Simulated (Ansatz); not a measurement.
Breaking the Mg1–H2 bond in H2Mg (SMILES [MgH2]) (multiplicity 1 held, fragments rigid). Energies count from the point at 1.700 Å.
Geometry at that point (charge 0, multiplicity 1):
| atom | x (Å) | y (Å) | z (Å) |
|---|---|---|---|
| Mg | 0.0000 | 0.0000 | 0.0000 |
| H | 0.0000 | 0.0000 | -1.6998 |
| H | 0.0000 | 0.0000 | 1.6998 |

R- and RO- levels are restricted; in cc, def2 and unpolarised 6-31G sets they are followed outwards from rest. Full CI gives the lowest state of the spin. Curves can end on different states.

Frozen-core correlation.

Run with Ansatz (Gaussian basis) for Hartree–Fock, density functionals and correlated methods. Each number belongs to the level named beside it.

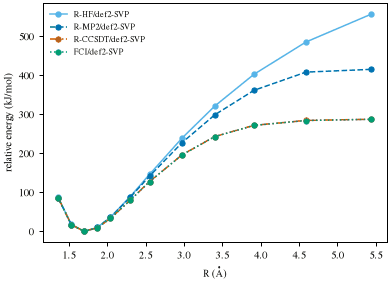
Relative energy along the coordinate

Order the other curves in the same basis by their non-parallelity to FCI/def2-SVP (largest less smallest deviation, whatever its cause), smallest first.

R-CCSDT/def2-SVP (0 kJ/mol), R-MP2/def2-SVP (128 kJ/mol), R-HF/def2-SVP (270 kJ/mol)

Doubts at one or more of the structures used: a restricted determinant that unrestricted orbitals would lower (R-HF/def2-SVP, R-MP2/def2-SVP, R-CCSDT/def2-SVP); T1 above 0.05 (R-CCSDT/def2-SVP); other coupled-cluster roots lie near (R-CCSDT/def2-SVP).

Ansatz is a program for electronic structure.
